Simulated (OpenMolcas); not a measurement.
## Multiconfigurational calculation for Co²⁺ complex

Co²⁺ with 6 ligands (F; octahedron, 2.06 Å), neutralised by 6 outer point charges of +0.67 e, whose field is part of the energies. Computed at this level: state-averaged SS-CASPT2, IPEA shift 0.25, imaginary shift 0.1 hartree, closed shells 3s 3p of the metal and the valence shells of the ligands correlated, active space 7 electrons in the shell 3d, basis ANO-RCC-VDZP on the metal and ANO-RCC-VDZP on the ligands, DKH2 scalar Hamiltonian, spin-orbit coupling by RASSI with atomic mean-field integrals (OpenMolcas).

## Key numbers

```tsv
quantity	value
outcome	converged
energy of the lowest spin-free term	−1992.19318 hartree
energy of the lowest spin-orbit level	−1992.19636 hartree
CASPT2 correlation energy	−1.7435 hartree
largest spread among components of a term	101.1 cm⁻¹
lowest reference weight	0.702
hardware	1 thread of Arm Neoverse V2, 24 GiB of memory available, shared host
wall time	76 s
peak memory	0.18 GiB
```

## Notes

The components of ²E, which symmetry makes degenerate, are split by 101 cm⁻¹ in CASPT2. This is an artefact; the levels of such states rest on averages and are uncertain by about as much. Limits: small active space favours high spin, ground spin may be wrong; with a single d shell and no ligand orbitals active, the ligand field and the g values of a late 3d ion can be well off; distances are set from ionic radii, not optimised.

## The input
```
&GATEWAY
Coord
7

Co 0.0 0.0 0.0
F 2.060000 0.000000 0.000000
F 0.000000 2.060000 0.000000
F -2.060000 0.000000 0.000000
F 0.000000 -2.060000 0.000000
F 0.000000 0.000000 2.060000
F 0.000000 0.000000 -2.060000
Basis=Co.ANO-RCC-VDZP,F.ANO-RCC-VDZP
Group=XYZ
NoMove
AngMom=0.0 0.0 0.0
AMFI
RICD
XField
3 Angstrom 0
4.860000 0.000000 0.000000 0.666667
0.000000 4.860000 0.000000 0.666667
0.000000 0.000000 4.860000 0.666667
&SEWARD
&RASSCF
FileOrb=start.orb
Symmetry=1
Spin=4
nActEl=7 0 0
Inactive=18 21
Ras2=5 0
CIRoot=10 10 1
SDav=10
CIMx=300
Iter=150 100
PrWF=0.3
OrbListing=Nothing
MaxOrb=1
LevShft=1.0
>>> COPY $Project.JobIph JOB001
&RASSCF
FileOrb=start.orb
Symmetry=1
Spin=2
nActEl=7 0 0
Inactive=18 21
Ras2=5 0
CIRoot=40 40 1
SDav=40
CIMx=300
Iter=150 100
PrWF=0.3
OrbListing=Nothing
MaxOrb=0
LevShft=1.0
>>> COPY $Project.JobIph JOB002
&RASSI
NrOfJobIphs=2 10 40
1 2 3 4 5 6 7 8 9 10
1 2 3 4 5 6 7 8 9 10 11 12 13 14 15 16 17 18 19 20 21 22 23 24 25 26 27
28 29 30 31 32 33 34 35 36 37 38 39 40
IphNames
JOB001
JOB002
EJob
SpinOrbit
DIPRint=1.0
SOCoupling=1000.0
Subsets=2
Property=9
'ANGMOM' 1 'ANGMOM' 2 'ANGMOM' 3 'MLTPL  1' 1 'MLTPL  1' 2 'MLTPL  1' 3
'AMFI' 1 'AMFI' 2 'AMFI' 3
SOProperty=3
'ANGMOM' 1 'ANGMOM' 2 'ANGMOM' 3
>>> COPY JOB001 $Project.JobIph
&CASPT2
Multistate=10 1 2 3 4 5 6 7 8 9 10
NoMult
Frozen=5 6
IPEA=0.25
Imaginary=0.1
MaxIter=60
WThr=0.0 0.3 0.05
PrWF=0.5
NoMix
>>> COPY JOB002 $Project.JobIph
&CASPT2
Multistate=40 1 2 3 4 5 6 7 8 9 10 11 12 13 14 15 16 17 18 19 20 21 22
23 24 25 26 27 28 29 30 31 32 33 34 35 36 37 38 39 40
NoMult
Frozen=5 6
IPEA=0.25
Imaginary=0.1
MaxIter=60
WThr=0.0 0.3 0.05
PrWF=0.5
NoMix
```

The file start.orb holds starting orbitals from an earlier step. A driver script formed the levels outside the program, from RASSI's spin-orbit matrix and the CASPT2 energies (for multi-state variants, the effective Hamiltonian), averaged over the components of each term or state. The log and the time are those of the CASPT2 step.

Launched with:
```bash
OMP_NUM_THREADS=1 MOLCAS_MEM=2457 MOLCAS_PROJECT=a pymolcas a.inp > a.log  # once for each step of the input, in one work folder
```

## Output (extracts)
```
--- CASPT2 ---
Orbital specifications:
      -----------------------

      Symmetry species                           1   2
                                                ag  au
      Frozen orbitals                            5   6
      Inactive orbitals                         13  15
      Active orbitals                            5   0
      Secondary orbitals                        34  40
      Deleted orbitals                           0   0
      Number of basis functions                 57  61
Type of calculation                        SS-CASPT2
      Fock operator                              state-specific
      IPEA shift                                 0.25
      Real shift                                 0.00
      Imaginary shift                            0.10
      The input orbitals will be transformed to quasi-canonical
Reference energy:       -1990.4496326991
      E2 (Non-variational):      -1.7423459237
      Shift correction:          -0.0012015697
      E2 (Variational):          -1.7435474934
      Total energy:           -1992.1931801925
      Residual norm:              0.0000002578
      Reference weight:           0.71001
      Contributions to the CASPT2 correlation energy
      Active & Virtual Only:         -0.1672258049
      One Inactive Excited:          -0.2139332484
      Two Inactive Excited:          -1.3611868704
Reference energy:       -1990.4496326991
      E2 (Non-variational):      -1.7423324299
      Shift correction:          -0.0012014045
      E2 (Variational):          -1.7435338343
      Total energy:           -1992.1931665334
      Residual norm:              0.0000002561
      Reference weight:           0.71001
      Contributions to the CASPT2 correlation energy
      Active & Virtual Only:         -0.1672164770
      One Inactive Excited:          -0.2139297931
      Two Inactive Excited:          -1.3611861597
::    CASPT2 Root  1     Total energy:  -1992.19318019
::    CASPT2 Root  2     Total energy:  -1992.19316653
::    CASPT2 Root  3     Total energy:  -1992.19318051
::    CASPT2 Root  4     Total energy:  -1992.16205408
::    CASPT2 Root  5     Total energy:  -1992.16205686
::    CASPT2 Root  6     Total energy:  -1992.16207022
::    CASPT2 Root  7     Total energy:  -1992.12816006
::    CASPT2 Root  8     Total energy:  -1992.09781321
::    CASPT2 Root  9     Total energy:  -1992.09779161
::    CASPT2 Root 10     Total energy:  -1992.09782112
--- CASPT2 ---
Orbital specifications:
      -----------------------

      Symmetry species                           1   2
                                                ag  au
      Frozen orbitals                            5   6
      Inactive orbitals                         13  15
      Active orbitals                            5   0
      Secondary orbitals                        34  40
      Deleted orbitals                           0   0
      Number of basis functions                 57  61
Type of calculation                        SS-CASPT2
      Fock operator                              state-specific
      IPEA shift                                 0.25
      Real shift                                 0.00
      Imaginary shift                            0.10
      The input orbitals will be transformed to quasi-canonical
Reference energy:       -1990.3755392462
      E2 (Non-variational):      -1.7527678651
      Shift correction:          -0.0012125333
      E2 (Variational):          -1.7539803984
      Total energy:           -1992.1295196446
      Residual norm:              0.0000003321
      Reference weight:           0.70899
      Contributions to the CASPT2 correlation energy
      Active & Virtual Only:         -0.1687184338
      One Inactive Excited:          -0.2177572176
      Two Inactive Excited:          -1.3662922137
Reference energy:       -1990.3755392459
      E2 (Non-variational):      -1.7528101987
      Shift correction:          -0.0012127056
      E2 (Variational):          -1.7540229043
      Total energy:           -1992.1295621502
      Residual norm:              0.0000003452
      Reference weight:           0.70898
      Contributions to the CASPT2 correlation energy
      Active & Virtual Only:         -0.1687207400
      One Inactive Excited:          -0.2177962960
      Two Inactive Excited:          -1.3662931627
::    CASPT2 Root  1     Total energy:  -1992.12951964
::    CASPT2 Root  2     Total energy:  -1992.12956215
::    CASPT2 Root  3     Total energy:  -1992.11193274
::    CASPT2 Root  4     Total energy:  -1992.11191384
::    CASPT2 Root  5     Total energy:  -1992.11191342
::    CASPT2 Root  6     Total energy:  -1992.11129139
::    CASPT2 Root  7     Total energy:  -1992.11132758
::    CASPT2 Root  8     Total energy:  -1992.11129144
::    CASPT2 Root  9     Total energy:  -1992.09430563
::    CASPT2 Root 10     Total energy:  -1992.09623503
::    CASPT2 Root 11     Total energy:  -1992.09623908
::    CASPT2 Root 12     Total energy:  -1992.09623781
::    CASPT2 Root 13     Total energy:  -1992.07667768
::    CASPT2 Root 14     Total energy:  -1992.07667775
::    CASPT2 Root 15     Total energy:  -1992.07668304
::    CASPT2 Root 16     Total energy:  -1992.06937755
::    CASPT2 Root 17     Total energy:  -1992.06942471
::    CASPT2 Root 18     Total energy:  -1992.06936885
::    CASPT2 Root 19     Total energy:  -1992.06323233
::    CASPT2 Root 20     Total energy:  -1992.06277174
::    CASPT2 Root 21     Total energy:  -1992.04919873
::    CASPT2 Root 22     Total energy:  -1992.04926328
::    CASPT2 Root 23     Total energy:  -1992.05277427
::    CASPT2 Root 24     Total energy:  -1992.05277389
::    CASPT2 Root 25     Total energy:  -1992.05277924
::    CASPT2 Root 26     Total energy:  -1992.04544594
::    CASPT2 Root 27     Total energy:  -1992.04544865
::    CASPT2 Root 28     Total energy:  -1992.04545151
::    CASPT2 Root 29     Total energy:  -1992.00703257
::    CASPT2 Root 30     Total energy:  -1992.00701382
```

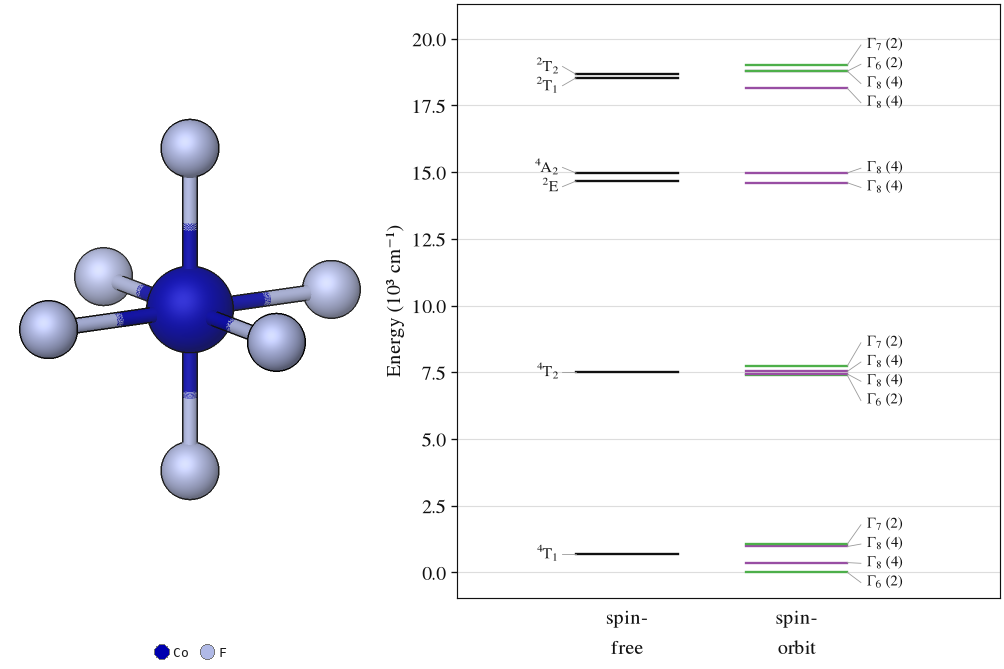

Co²⁺ (3d⁷) with 6 ligands, F⁻, at 2.06 Å (arrangement: octahedron, Oh), neutralised by outer point charges of +0.67 e, and its levels. Labels give the representation in O, Td, D4 or D3 as the site allows (double group for half-integer spin) where it could be assigned and, in brackets, the degeneracy; spin-free states, where drawn, share the zero of the spin-orbit levels. The ground level is Γ₆, a Kramers doublet, 100 % from states of spin multiplicity 4. Its principal g values are 4.46, 4.46 and 4.46, isotropic. The next level lies at 367 cm⁻¹ (Γ₈). The lowest spin-free state is ⁴T₁, from the free-ion F term; of the same spin there follow at 6,830 cm⁻¹ (⁴T₂) and 14,300 cm⁻¹ (⁴A₂) above it.
